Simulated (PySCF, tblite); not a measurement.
# C₇H₄FN: changes of charge, part 1 of 2

Wanted: changes of charge for C₇H₄FN (`N#Cc1ccccc1F`).

Programs: tblite 0.8.0 and PySCF 2.14.0, with routines of our own; each step states its level. All values are computed. Atoms count from 0.

### Step 1. The system as given

13 atoms, charge 0, multiplicity 1; geometry from: start built from the parent or by distance geometry.

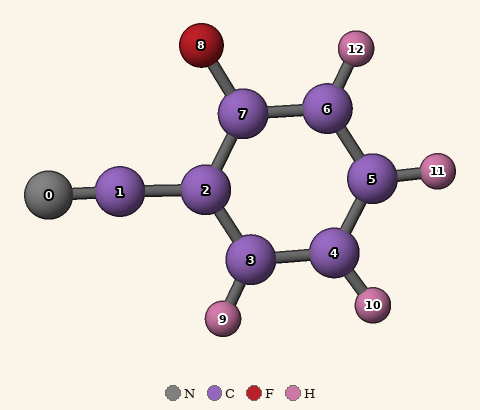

The starting geometry (nitrogen grey, carbon purple, fluorine red, hydrogen pink).

### Step 2. Relaxing the molecule with GFN2-xTB

The job: settings as JSON, then the geometry in Å.

```
{"job": {"kind": "relax", "xc": "GFN2-xTB", "basis": "xTB"}, "charge": 0, "multiplicity": 1}
N      3.552000     0.543800    -0.571800
C      2.400700     0.365100    -0.404000
C      1.027300     0.099500    -0.157500
C      0.511600    -1.185300    -0.146800
C     -0.839100    -1.362000     0.100300
C     -1.672100    -0.276400     0.253800
C     -1.159500     1.018400     0.215500
C      0.203800     1.212200     0.017100
F      0.666400     2.468400    -0.019800
H      1.133800    -2.059800    -0.254400
H     -1.302700    -2.341400     0.122400
H     -2.735800    -0.375900     0.433400
H     -1.795300     1.894400     0.376500
```

Launch:

```console
> OMP_NUM_THREADS=1 python redox_run.py task.json out
```

This one command runs all jobs of the session in turn.

The log of the run:

```text
step      E/eV     max force
  0    -669.95891    3.666
  1    -669.66978   12.341
  2    -670.06162    1.114
  3    -670.07397    0.321
  4    -670.08147    0.391
  5    -670.08740    0.420
  6    -670.09004    0.159
  7    -670.09107    0.078
  8    -670.09185    0.141
  9    -670.09242    0.125
 10    -670.09276    0.072
 11    -670.09300    0.063
 12    -670.09330    0.088
 13    -670.09370    0.091
 14    -670.09409    0.057
 15    -670.09444    0.072
 16    -670.09480    0.104
 17    -670.09519    0.107
 18    -670.09552    0.075
 19    -670.09572    0.037
 20    -670.09582    0.022
 21    -670.09586    0.024
 22    -670.09589    0.018
 23    -670.09591    0.009
```

Run time: 0.14 s. Hardware: 1 thread of Arm Neoverse V1, shared host.

The steps of the relaxation: (the energy doesn't fall at every step)

| step | energy from step 0 (eV) | largest force (eV/Å) |
| --- | --- | --- |
| 0 | 0.0000 | 3.6664 |
| 1 | 0.2891 | 12.3405 |
| 2 | -0.1027 | 1.1138 |
| 3 | -0.1151 | 0.3212 |
| 4 | -0.1226 | 0.3913 |
| 5 | -0.1285 | 0.4200 |
| 6 | -0.1311 | 0.1585 |
| 7 | -0.1322 | 0.0784 |
| 8 | -0.1329 | 0.1413 |
| 9 | -0.1335 | 0.1249 |
| 10 | -0.1339 | 0.0715 |
| 11 | -0.1341 | 0.0633 |
| 12 | -0.1344 | 0.0881 |
| 13 | -0.1348 | 0.0909 |
| 14 | -0.1352 | 0.0567 |
| 15 | -0.1355 | 0.0717 |
| 16 | -0.1359 | 0.1038 |
| 17 | -0.1363 | 0.1072 |
| 18 | -0.1366 | 0.0745 |
| 19 | -0.1368 | 0.0367 |
| 20 | -0.1369 | 0.0220 |
| 21 | -0.1370 | 0.0240 |
| 22 | -0.1370 | 0.0180 |
| 23 | -0.1370 | 0.0092 |

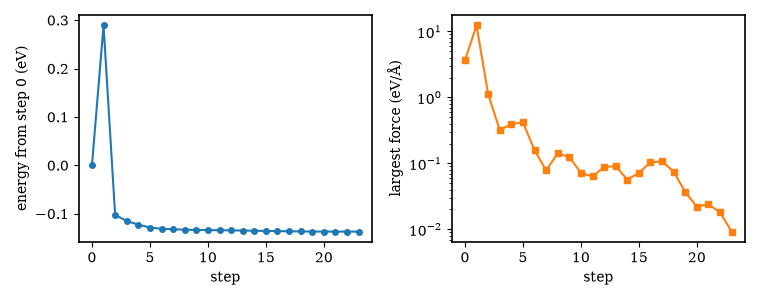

Energy and largest force along the relaxation.

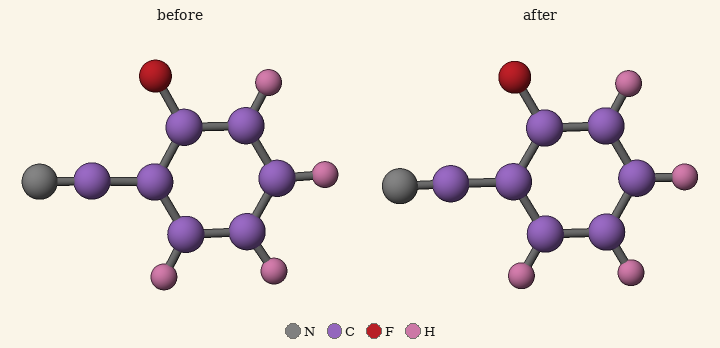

Before and after, at one scale.

Close pairs (by a distance rule), those that changed most:

| bond | before (Å) | after (Å) | change (Å) |
| --- | --- | --- | --- |
| N0–C1 | 1.177 | 1.145 | -0.032 |
| C6–H12 | 1.094 | 1.079 | -0.016 |
| C2–C3 | 1.384 | 1.396 | +0.012 |
| C4–C5 | 1.377 | 1.387 | +0.010 |
| C6–C7 | 1.391 | 1.382 | -0.009 |
| C5–C6 | 1.393 | 1.385 | -0.009 |
| C1–C2 | 1.420 | 1.415 | -0.006 |
| C4–H10 | 1.084 | 1.079 | -0.005 |

The final coordinates are the input of the step that follows.

### Step 3. Infrared spectrum with GFN2-xTB

The job: settings as JSON, then the geometry in Å.

```
{"job": {"kind": "ir", "xc": "GFN2-xTB", "basis": "xTB"}, "charge": 0, "multiplicity": 1}
N      3.540521     0.462340    -0.576639
C      2.418756     0.324120    -0.391652
C      1.035335     0.130805    -0.167319
C      0.503700    -1.159661    -0.128593
C     -0.847427    -1.347049     0.088285
C     -1.685257    -0.256209     0.267924
C     -1.177397     1.031327     0.231023
C      0.175198     1.214859     0.015772
F      0.666145     2.464014    -0.020354
H      1.164405    -2.001529    -0.271752
H     -1.250727    -2.347407     0.116303
H     -2.740330    -0.407741     0.435421
H     -1.811697     1.893103     0.366124
```

The log of the run:

```text
mode    cm-1     km/mol
  1     115.4      1.34
  2     129.1      3.47
  3     223.3      6.11
  4     343.2      5.71
  5     358.3      2.17
  6     432.8      6.71
  7     459.6      0.68
  8     531.0      1.91
  9     549.6      7.32
 10     574.8      0.38
 11     676.7      6.63
 12     744.5      6.37
 13     784.4     39.03
 14     812.1     20.30
 15     881.7      0.73
 16     917.3      1.05
 17     929.7      0.04
 18    1078.5      1.00
 19    1104.6     28.48
 20    1174.2      0.35
 21    1198.7     33.24
 22    1238.2     26.52
 23    1250.3     28.30
 24    1316.4      0.59
 25    1428.6     38.28
 26    1464.4     49.65
 27    1569.5     18.43
 28    1591.0     33.21
 29    2381.4    184.01
 30    3093.1      0.67
 31    3098.0     10.74
 32    3106.8     24.21
 33    3114.1     10.10
ZPE 231.306  H(298)-E 252.803  G(298)-E 147.855 kJ/mol  S 352.00 J/(mol K)
```

Wall time 0.41 s (1 thread of Arm Neoverse V1, shared host).

Which atoms move in the most intense modes:

| cm⁻¹ | km/mol | atoms |
| --- | --- | --- |
| 784 | 39.0 | H10 26 %, H11 24 %, H12 14 %, H9 14 % |
| 1105 | 28.5 | C3 16 %, H11 16 %, C2 13 %, C7 11 % |
| 1199 | 33.2 | H9 18 %, C7 17 %, H10 17 %, C2 15 % |
| 1250 | 28.3 | C2 31 %, H9 18 %, C7 14 % |
| 1429 | 38.3 | C4 19 %, C7 16 %, C2 14 %, C5 11 % |
| 1464 | 49.6 | C2 21 %, C7 18 %, C6 14 %, C3 13 % |
| 1591 | 33.2 | C6 23 %, C3 22 %, C4 20 %, C7 19 % |
| 2381 | 184.0 | C1 60 %, N0 39 % |

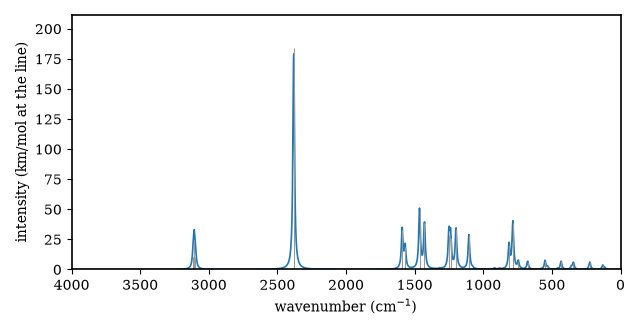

The infrared spectrum from these modes, unscaled. Lines are broadened to a width of 14 cm⁻¹ (Lorentzian).

### Step 4. Geometry optimisation at PBE0-D3(BJ)/def2-SVP

Settings changed since step 3:

```diff
@@ -1,2 +1,2 @@
-{"job": {"kind": "ir", "xc": "GFN2-xTB", "basis": "xTB"}, "charge": 0, "multiplicity": 1}
+{"job": {"xc": "PBE0", "basis": "def2-SVP", "d3": "d3bj", "grid": 1, "kind": "geom"}, "charge": 0, "multiplicity": 1}
 N      3.540521     0.462340    -0.576639
```

The log of the run:

```text
step   0  E = -422.94874675  max force = 0.034387
step   1  E = -422.95041358  max force = 0.003694
step   2  E = -422.95031680  max force = 0.002556
step   3  E = -422.95045432  max force = 0.000865
step   4  E = -422.95047116  max force = 0.000275
step   5  E = -422.95047624  max force = 0.000192
optimisation converged
```

It took 54 s on 1 thread of Arm Neoverse V1, shared host.

Along the way: (the energy doesn't fall at every step)

| step | energy from step 0 (eV) | largest force component (eV/Å) |
| --- | --- | --- |
| 0 | 0.0000 | 1.7683 |
| 1 | -0.0454 | 0.1900 |
| 2 | -0.0427 | 0.1314 |
| 3 | -0.0465 | 0.0445 |
| 4 | -0.0469 | 0.0141 |
| 5 | -0.0471 | 0.0099 |

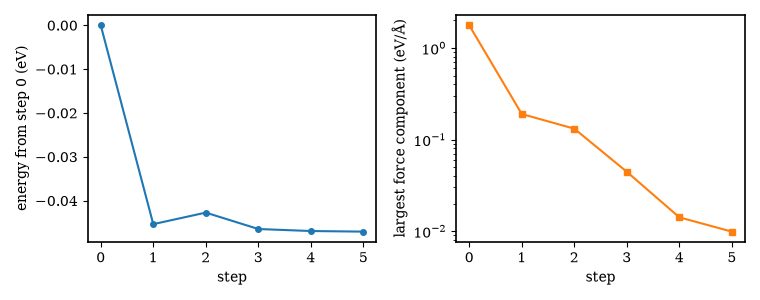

Energy and largest force along the relaxation.

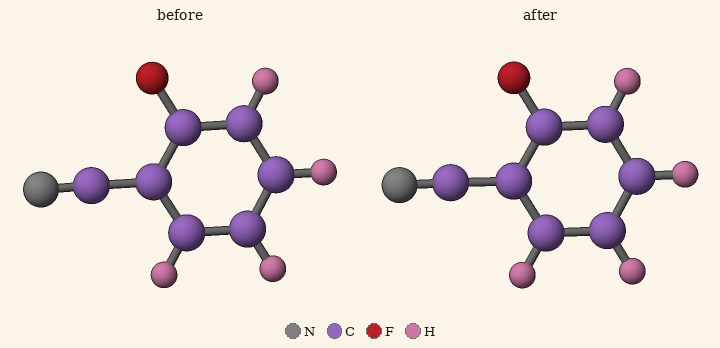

The geometry before (left) and after (right).

Close pairs (by a distance rule), those that changed most:

| bond | before (Å) | after (Å) | change (Å) |
| --- | --- | --- | --- |
| C7–F8 | 1.343 | 1.323 | -0.020 |
| C1–C2 | 1.415 | 1.429 | +0.014 |
| N0–C1 | 1.145 | 1.159 | +0.014 |
| C5–H11 | 1.079 | 1.092 | +0.013 |
| C6–H12 | 1.079 | 1.091 | +0.013 |
| C4–H10 | 1.079 | 1.091 | +0.012 |
| C3–H9 | 1.080 | 1.091 | +0.012 |
| C4–C5 | 1.387 | 1.396 | +0.009 |

The end geometry stands in the next job.

| at the end point | value |
| --- | --- |
| point group (found at 0.08 Å tolerance) | Cs |
| rotational constants (GHz, main isotopes) | 2.943, 1.514, 1.000 |
| dipole moment (D) | 5.11 |

### Step 5. Harmonic vibrations (C₇H₄FN): PBE0-D3(BJ)/def2-SVP

The job: settings as JSON, then the geometry in Å.

```
{"job": {"xc": "PBE0", "basis": "def2-SVP", "d3": "d3bj", "grid": 2, "kind": "hessian"}, "charge": 0, "multiplicity": 1}
N      3.564055     0.560416    -0.535608
C      2.430891     0.388219    -0.363847
C      1.038144     0.147043    -0.156685
C      0.523067    -1.158950    -0.138956
C     -0.834563    -1.374418     0.061875
C     -1.692604    -0.288477     0.245246
C     -1.200459     1.013870     0.231165
C      0.156895     1.220212     0.032237
F      0.634907     2.453725     0.022132
H      1.208001    -1.995848    -0.284637
H     -1.226493    -2.392858     0.076323
H     -2.760324    -0.455546     0.402910
H     -1.849137     1.879820     0.372300
```

The log of the run:

```text
coarse grid: 12232 points
cycle   1  E = -422.8116215275  dE =  1.542e+00  |g| = 6.064e-01  |ddm| = 4.718e+00
cycle   2  E = -422.5819907237  dE =  2.296e-01  |g| = 1.189e+00  |ddm| = 1.613e+00
cycle   3  E = -422.8849204882  dE = -3.029e-01  |g| = 1.930e-01  |ddm| = 1.111e+00
cycle   4  E = -422.8924543784  dE = -7.534e-03  |g| = 6.148e-02  |ddm| = 2.086e-01
cycle   5  E = -422.8931404322  dE = -6.861e-04  |g| = 2.071e-02  |ddm| = 6.582e-02
cycle   6  E = -422.8932527918  dE = -1.124e-04  |g| = 5.315e-03  |ddm| = 3.176e-02
cycle   7  E = -422.8932594577  dE = -6.666e-06  |g| = 1.620e-03  |ddm| = 7.559e-03
final grid: 122544 points
cycle   8  E = -422.9504450463  dE = -2.397e-05  |g| = 5.080e-03  |ddm| = 4.023e-02
cycle   9  E = -422.9504427977  dE =  2.249e-06  |g| = 6.176e-03  |ddm| = 1.399e-02
cycle  10  E = -422.9504518920  dE = -9.094e-06  |g| = 1.163e-03  |ddm| = 8.165e-03
cycle  11  E = -422.9504521986  dE = -3.066e-07  |g| = 2.445e-04  |ddm| = 1.436e-03
cycle  12  E = -422.9504522120  dE = -1.344e-08  |g| = 1.138e-04  |ddm| = 4.153e-04
cycle  13  E = -422.9504522145  dE = -2.503e-09  |g| = 4.429e-05  |ddm| = 1.321e-04
cycle  14  E = -422.9504522149  dE = -3.703e-10  |g| = 1.779e-05  |ddm| = 4.708e-05
cycle  15  E = -422.9504522150  dE = -7.162e-11  |g| = 3.168e-06  |ddm| = 2.054e-05
converged SCF energy = -422.9504522150

mode    cm-1
  1     130.2
  2     146.6
  3     247.1
  4     375.1
  5     405.4
  6     467.9
  7     511.1
  8     565.2
  9     592.1
 10     614.5
 11     751.5
 12     761.7
 13     780.8
 14     857.9
 15     894.2
 16     983.3
 17    1020.3
 18    1063.1
 19    1127.7
 20    1167.6
 21    1227.2
 22    1287.0
 23    1318.1
 24    1397.8
 25    1500.8
 26    1552.6
 27    1667.6
 28    1700.9
 29    2400.4
 30    3220.5
 31    3231.9
 32    3241.7
 33    3245.6
ZPE 241.978  H(298)-E 262.414  G(298)-E 159.401 kJ/mol  S 345.51 J/(mol K)
```

Run time: 7.9 min. Hardware: 1 thread of Arm Neoverse V1, shared host; peak memory 2 GiB.

Zero-point energy 241.98 kJ/mol (xTB gave 231.31).

### Step 6. Single point (C7H4FN): wB97X-D3(BJ)/ma-def2-TZVP

Geometry: PBE0-D3(BJ)/def2-SVP.

Settings changed since step 5:

```diff
@@ -1,2 +1,2 @@
-{"job": {"xc": "PBE0", "basis": "def2-SVP", "d3": "d3bj", "grid": 2, "kind": "hessian"}, "charge": 0, "multiplicity": 1}
+{"job": {"kind": "sp", "xc": "wB97X", "basis": "ma-def2-TZVP", "d3": "d3bj", "grid": 2}, "charge": 0, "multiplicity": 1}
 N      3.564055     0.560416    -0.535608
```

The log of the run:

```text
coarse grid: 12232 points
cycle   1  E = -423.9270815528  dE =  2.037e+00  |g| = 7.212e-01  |ddm| = 4.601e+00
cycle   2  E = -423.8548481862  dE =  7.223e-02  |g| = 1.010e+00  |ddm| = 1.668e+00
cycle   3  E = -424.0472177141  dE = -1.924e-01  |g| = 9.180e-02  |ddm| = 8.044e-01
cycle   4  E = -424.0484136834  dE = -1.196e-03  |g| = 6.547e-02  |ddm| = 1.868e-01
cycle   5  E = -424.0492252027  dE = -8.115e-04  |g| = 1.149e-02  |ddm| = 7.364e-02
cycle   6  E = -424.0492530727  dE = -2.787e-05  |g| = 3.621e-03  |ddm| = 1.957e-02
cycle   7  E = -424.0492562170  dE = -3.144e-06  |g| = 8.056e-04  |ddm| = 6.858e-03
final grid: 122544 points
cycle   8  E = -424.0267026322  dE = -6.087e-05  |g| = 4.867e-03  |ddm| = 1.621e-01
cycle   9  E = -424.0267034224  dE = -7.902e-07  |g| = 4.537e-03  |ddm| = 1.205e-02
cycle  10  E = -424.0267060355  dE = -2.613e-06  |g| = 4.934e-04  |ddm| = 3.104e-03
cycle  11  E = -424.0267060786  dE = -4.301e-08  |g| = 2.033e-04  |ddm| = 1.018e-03
cycle  12  E = -424.0267060891  dE = -1.059e-08  |g| = 4.233e-05  |ddm| = 3.150e-04
cycle  13  E = -424.0267060897  dE = -5.768e-10  |g| = 3.165e-05  |ddm| = 1.025e-04
converged SCF energy = -424.0267060897
```

Run time: 42 s. Hardware: 1 thread of Arm Neoverse V1, shared host; peak memory 1.5 GiB.

Orbitals, density, ELF and potential are computed afterwards from the orbital file.

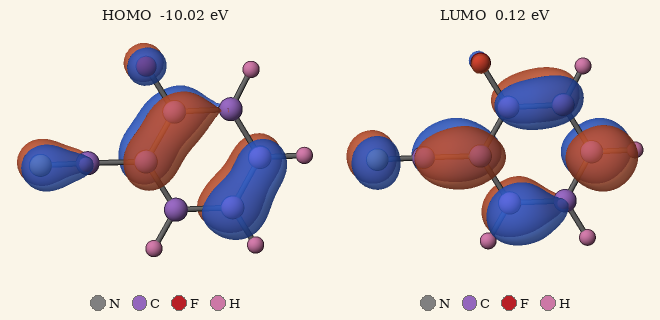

wB97X/ma-def2-TZVP orbitals near the gap, drawn at the value that encloses 70 % of each; the two colours are the two signs.

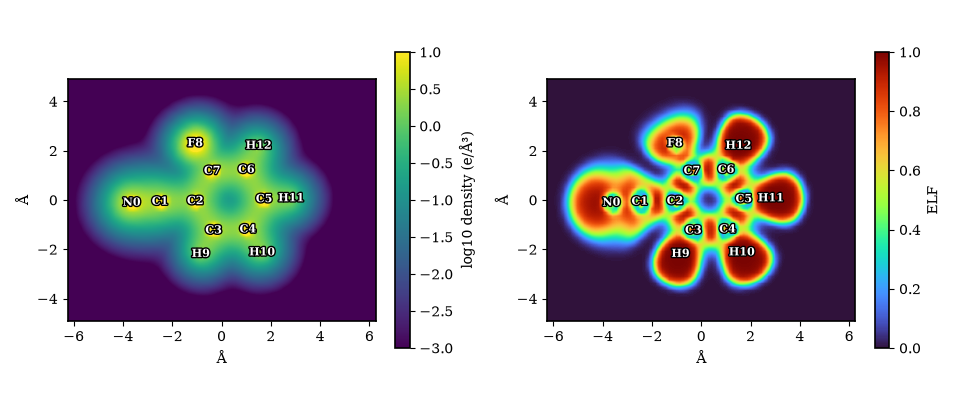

Density (left) and ELF (right) in a plane through or near 13 of the atoms.

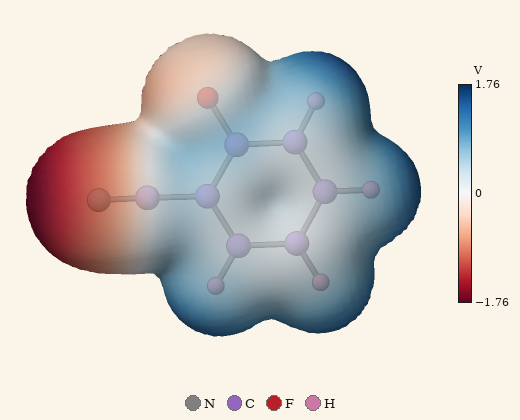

The potential that a unit positive charge feels on the 0.002 e/bohr³ surface, from -1.76 V near N0 to 1.47 V near H11.

### Step 7. Single point (C₇H₄FN+ (doublet)): wB97X-D3(BJ)/ma-def2-TZVP

Geometry: PBE0-D3(BJ)/def2-SVP, that of another charge or spin state.

Settings changed since step 6:

```diff
@@ -1,2 +1,2 @@
-{"job": {"kind": "sp", "xc": "wB97X", "basis": "ma-def2-TZVP", "d3": "d3bj", "grid": 2}, "charge": 0, "multiplicity": 1}
+{"job": {"kind": "sp", "xc": "wB97X", "basis": "ma-def2-TZVP", "d3": "d3bj", "grid": 2}, "charge": 1, "multiplicity": 2}
 N      3.564055     0.560416    -0.535608
```

The log of the run:

```text
final grid: 122544 points
cycle   1  E = -423.6656045949  dE = -7.617e-10  |g| = 1.374e-05  |ddm| = 3.253e-05
converged SCF energy = -423.6656045949
```

Run time: 3.6 min. Hardware: 1 thread of Arm Neoverse V1, shared host; peak memory 1.7 GiB.

### Step 8. Relaxing the molecule with GFN2-xTB

This step treats C₇H₄FN+ (doublet), labelled `N#C[C]1C=CC=CC1=[F+]` (the label fixes atoms and charge, not where charge and spin sit).

The job: settings as JSON, then the geometry in Å.

```
{"job": {"kind": "relax", "xc": "GFN2-xTB", "basis": "xTB"}, "charge": 1, "multiplicity": 2}
N      3.580300     0.554300    -0.540900
C      2.420200     0.396900    -0.386900
C      1.055600     0.139400    -0.153500
C      0.520600    -1.144300    -0.159600
C     -0.837800    -1.378300     0.073200
C     -1.703600    -0.290200     0.236500
C     -1.200000     1.019700     0.220200
C      0.168300     1.229200     0.037300
F      0.643900     2.446900     0.020900
H      1.198600    -1.998500    -0.279300
H     -1.233400    -2.396800     0.069500
H     -2.768800    -0.462300     0.402800
H     -1.860300     1.882200     0.388900
```

The log of the run:

```text
step      E/eV     max force
  0    -655.38181    4.233
  1    -654.96637   14.750
  2    -655.49632    1.380
  3    -655.50915    0.504
  4    -655.51621    0.575
  5    -655.51962    0.477
  6    -655.52165    0.079
  7    -655.52194    0.045
  8    -655.52236    0.105
  9    -655.52251    0.067
 10    -655.52258    0.016
 11    -655.52262    0.030
 12    -655.52267    0.055
 13    -655.52274    0.056
 14    -655.52285    0.034
 15    -655.52304    0.048
 16    -655.52344    0.148
 17    -655.52393    0.267
 18    -655.52470    0.253
 19    -655.52623    0.079
 20    -655.52654    0.053
 21    -655.52710    0.168
 22    -655.52736    0.069
 23    -655.52754    0.035
 24    -655.52770    0.045
 25    -655.52780    0.055
 26    -655.52794    0.041
 27    -655.52801    0.021
 28    -655.52805    0.019
 29    -655.52808    0.025
 30    -655.52811    0.019
 31    -655.52814    0.013
 32    -655.52816    0.014
 33    -655.52818    0.018
 34    -655.52820    0.017
 35    -655.52822    0.010
 36    -655.52823    0.008
```

Run time: 0.24 s. Hardware: 1 thread of Arm Neoverse V1, shared host.

Step by step: (not every step is listed) (the energy doesn't fall at every step)

| step | energy from step 0 (eV) | largest force (eV/Å) |
| --- | --- | --- |
| 0 | 0.0000 | 4.2326 |
| 1 | 0.4154 | 14.7504 |
| 2 | -0.1145 | 1.3802 |
| 3 | -0.1273 | 0.5043 |
| 4 | -0.1344 | 0.5747 |
| 5 | -0.1378 | 0.4772 |
| 6 | -0.1398 | 0.0788 |
| 7 | -0.1401 | 0.0446 |
| 8 | -0.1406 | 0.1047 |
| 10 | -0.1408 | 0.0162 |
| 12 | -0.1409 | 0.0550 |
| 14 | -0.1410 | 0.0344 |
| 16 | -0.1416 | 0.1483 |
| 18 | -0.1429 | 0.2526 |
| 20 | -0.1447 | 0.0531 |
| 22 | -0.1456 | 0.0692 |
| 24 | -0.1459 | 0.0450 |
| 26 | -0.1461 | 0.0412 |
| 28 | -0.1462 | 0.0192 |
| 30 | -0.1463 | 0.0194 |
| 31 | -0.1463 | 0.0130 |
| 32 | -0.1463 | 0.0140 |
| 33 | -0.1464 | 0.0184 |
| 34 | -0.1464 | 0.0173 |
| 35 | -0.1464 | 0.0104 |
| 36 | -0.1464 | 0.0081 |

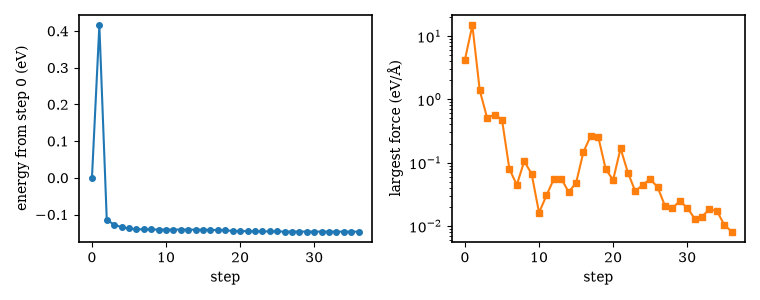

Energy and force, step by step.

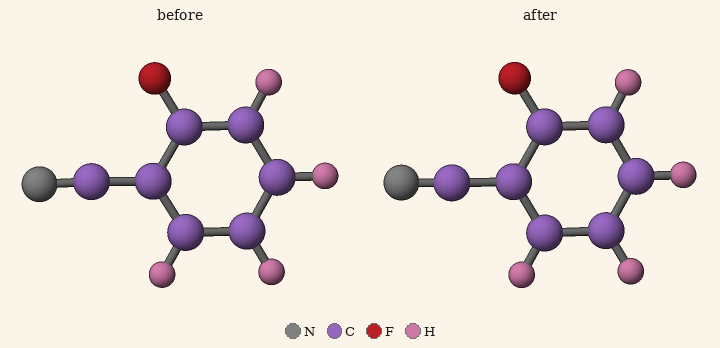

The geometry before (left) and after (right).

Distances of close pairs at the start and the end, largest changes first:

| bond | before (Å) | after (Å) | change (Å) |
| --- | --- | --- | --- |
| N0–C1 | 1.181 | 1.142 | -0.038 |
| C5–C6 | 1.403 | 1.377 | -0.027 |
| C6–H12 | 1.099 | 1.082 | -0.018 |
| C3–H9 | 1.097 | 1.081 | -0.016 |
| C2–C7 | 1.418 | 1.429 | +0.011 |
| C4–H10 | 1.093 | 1.082 | -0.011 |
| C5–H11 | 1.092 | 1.083 | -0.009 |
| C1–C2 | 1.408 | 1.415 | +0.007 |

The final coordinates are the input of the step that follows.

(Continued in part 2 of 2.)
